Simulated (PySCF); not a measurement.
```yaml
atoms:
  - { symbol: C, position_ang: [-1.4948, -0.6657, -1.8977] }
  - { symbol: Si, position_ang: [-0.3973, 0.2954, -0.6952] }
  - { symbol: C, position_ang: [-1.1675, 0.2324, 1.0644] }
  - { symbol: F, position_ang: [-0.4733, 1.0809, 1.9088] }
  - { symbol: S, position_ang: [1.5216, -0.6664, -0.6768] }
  - { symbol: Si, position_ang: [2.5212, 0.1454, 1.0597] }
  - { symbol: H, position_ang: [-1.6096, -1.7017, -1.5916] }
  - { symbol: H, position_ang: [-1.0530, -0.6667, -2.8883] }
  - { symbol: H, position_ang: [-2.4835, -0.2246, -1.9723] }
  - { symbol: H, position_ang: [-0.2325, 1.7066, -1.0439] }
  - { symbol: H, position_ang: [-1.1151, -0.7605, 1.5183] }
  - { symbol: H, position_ang: [-2.2064, 0.5675, 1.0804] }
  - { symbol: H, position_ang: [3.8830, -0.3200, 0.8552] }
  - { symbol: H, position_ang: [2.3903, 1.5929, 1.0098] }
  - { symbol: H, position_ang: [1.9124, -0.4349, 2.2472] }
```

Geometry: GFN2-xTB.

Level of theory: wB97X-D/def2-SVPD, SCF density, gas phase in PySCF 2.14.0.

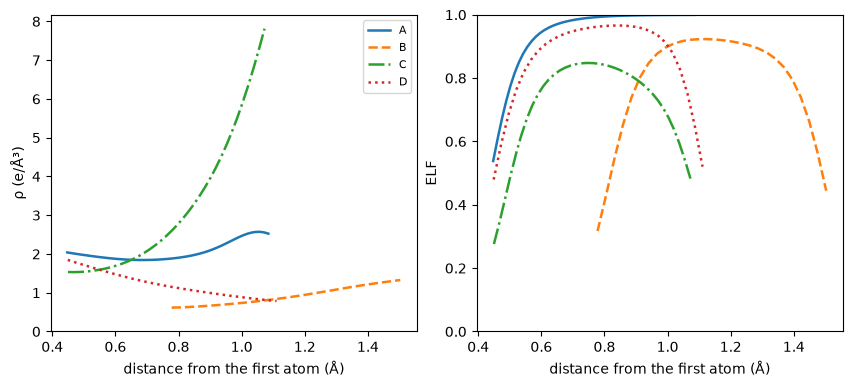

C₂H₉FSSi₂. Electron density and electron localisation function along straight lines between neighbouring atoms. The curves leave out the atomic cores.

Which curve belongs to which contact (C–F, C–H, C–Si and Si–S)? The first atom named is at distance zero.

Curve A: C–H (1.08 Å): ρ is about 1.9 e/Å³ halfway; the ELF climbs to about 1 towards the hydrogen, as it does in any bond to H: a covalent bond by its length. Curve B: Si–S (2.15 Å): ρ is about 0.8 e/Å³ halfway; the ELF peaks at about 0.90 between the atoms; a covalent bond. Curve C: C–F (1.38 Å): ρ is about 2 e/Å³ halfway, with its minimum of 1.5 e/Å³ about 0.5 Å from C; the ELF peaks at about 0.85 between the atoms, as expected for a polar covalent bond. Curve D: C–Si (1.89 Å): ρ at the midpoint is about 0.94 e/Å³; the ELF peaks at about 0.95 between the atoms; a covalent bond.
